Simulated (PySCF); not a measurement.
## Electronic structure of C5H10F2OSi2 in real space

| atom | x (Å) | y (Å) | z (Å) |
| --- | --- | --- | --- |
| C | -2.0638 | -1.3135 | -0.9459 |
| C | -2.2865 | -0.5745 | 0.1326 |
| Si | -1.0502 | 0.6617 | 0.8405 |
| C | 0.6995 | -0.0643 | 0.8869 |
| C | 1.4233 | -0.3408 | 1.9622 |
| O | 1.1198 | -0.2889 | -0.3855 |
| Si | 2.4849 | -0.9108 | -1.0223 |
| C | -0.9021 | 2.1003 | -0.4610 |
| F | -0.0571 | 3.0749 | -0.0188 |
| F | -2.1037 | 2.7154 | -0.6576 |
| H | -2.7929 | -2.0130 | -1.3253 |
| H | -1.1369 | -1.2555 | -1.4933 |
| H | -3.2344 | -0.6823 | 0.6454 |
| H | -1.4688 | 1.2341 | 2.1202 |
| H | 1.0338 | -0.1451 | 2.9429 |
| H | 2.4133 | -0.7602 | 1.8923 |
| H | 2.1230 | -0.8246 | -2.4303 |
| H | 3.6530 | -0.1039 | -0.6718 |
| H | 2.6802 | -2.2878 | -0.5633 |
| H | -0.5394 | 1.7895 | -1.4506 |

Geometry: GFN2-xTB.

Level of theory: PySCF, PBE0/pcSseg-1, SCF density, gas phase, non-relativistic.

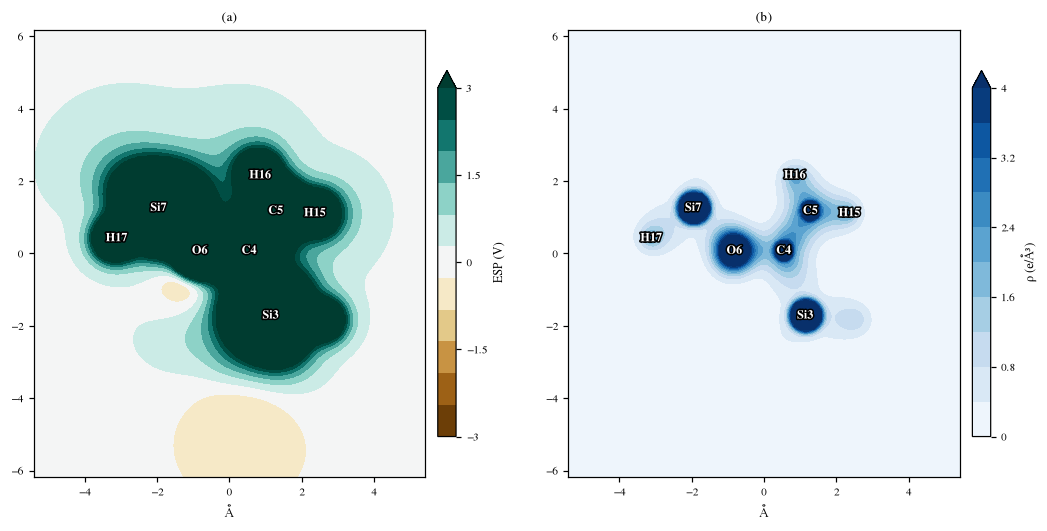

Figure 1. (a) molecular electrostatic potential; (b) electron density on the plane of atoms C5, C4 and O6.

Q: What do the fields say about this system?

A:
- The plane passes through Si, C, O and H nuclei.
- C–C (1.33 Å): the density is about 2.3 e/Å³ at the midpoint.
- C–O (1.36 Å): ρ is about 2.2 e/Å³ halfway, with its minimum of 1.9 e/Å³ about 0.5 Å from C.
- Si–O (1.63 Å): the density is about 1.1 e/Å³ at the midpoint.
- C–Si (1.89 Å): ρ at the midpoint is about 0.95 e/Å³.
- C–H (1.07 Å): ρ is about 2 e/Å³ halfway.
- Outside the dense part of the molecule the potential is most negative (−0.8 V) near F10, which lies off the plane.

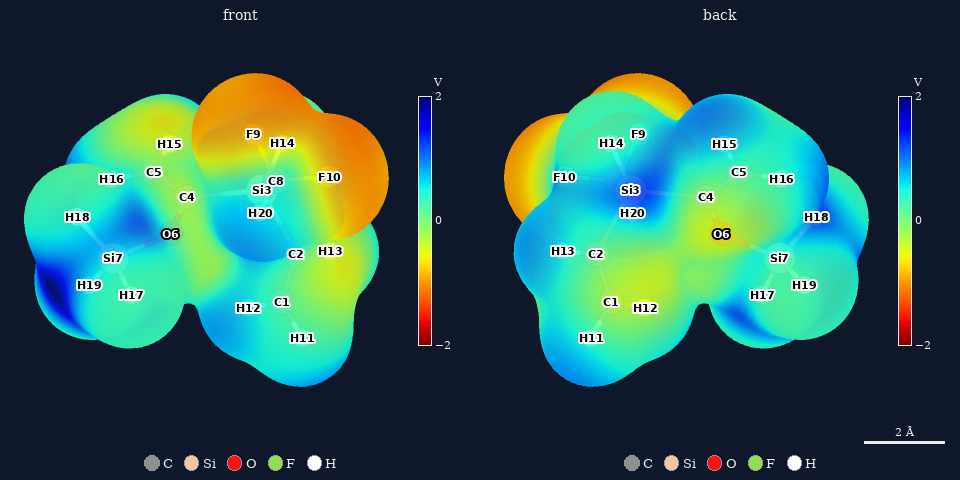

Figure 2. The molecular electrostatic potential painted on the density surface at 0.002 e/bohr³, seen from the front and from behind; the colour scale runs from red (negative) to blue (positive).

Q: Where is the surface potential most negative and most positive?

A: The most negative region (about −1.1 V, or −25 kcal/mol for a unit charge) lies over F9 and F10, the most positive (about +1.8 V, or +42 kcal/mol for a unit charge) over Si7.

Q: How polar is the molecule by this calculation?

A: Its dipole moment is 3.20 D.
